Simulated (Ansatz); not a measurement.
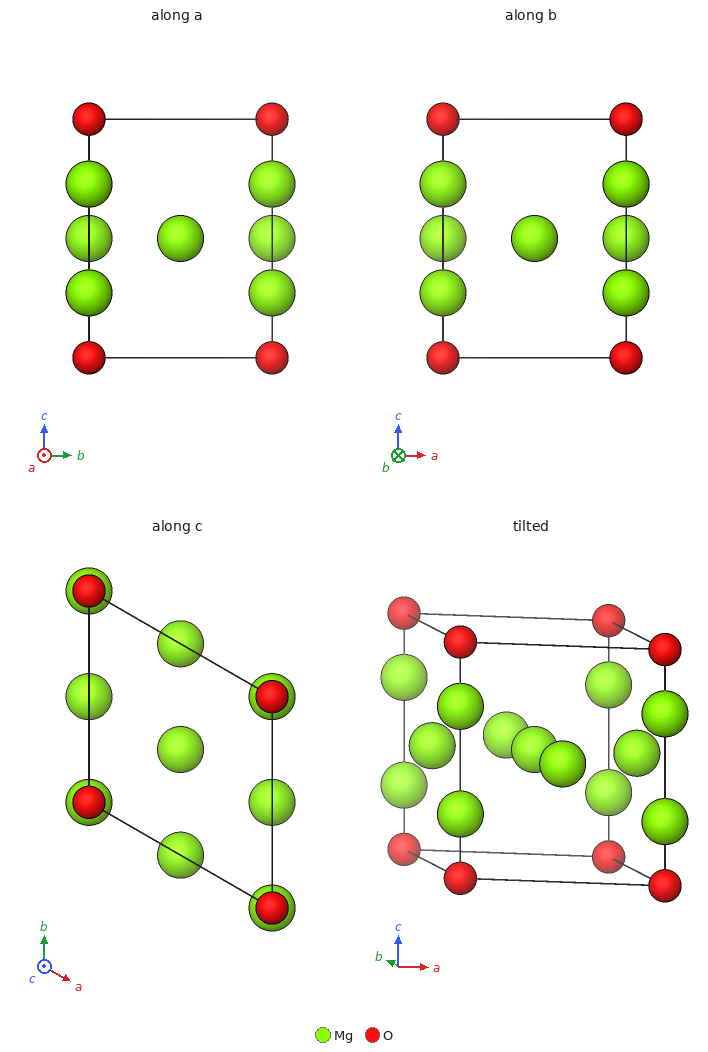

Crystal structure, spheres-only style, seen along the a axis, along the b axis, along the c axis and slightly off an axis. Atoms at the boundary of the conventional unit cell (the box) are drawn once for each face, edge or corner they touch.

Lattice parameters: a = 5.900 Å, b = 5.900 Å, c = 6.662 Å, α = 90.00°, β = 90.00°, γ = 120.00°. Put a along x and b in the xy plane.

Q: Express the structure as a POSCAR file, with free fractional coordinates to two decimals.

A:
```
Mg O
1.0
     5.900    0.000    0.000
    -2.950    5.110    0.000
     0.000    0.000    6.662
Mg O
5 1
Direct
  0.50 0.00 0.50
  0.00 0.50 0.50
  0.50 0.50 0.50
  0.00 0.00 0.73
  0.00 0.00 0.27
  0.00 0.00 0.00
```

It goes back to a random cell made by a generator, so it need not be a real form of the compound. Earlier steps of the study may have refined or changed the cell and positions. It went into a calculation with Ansatz.
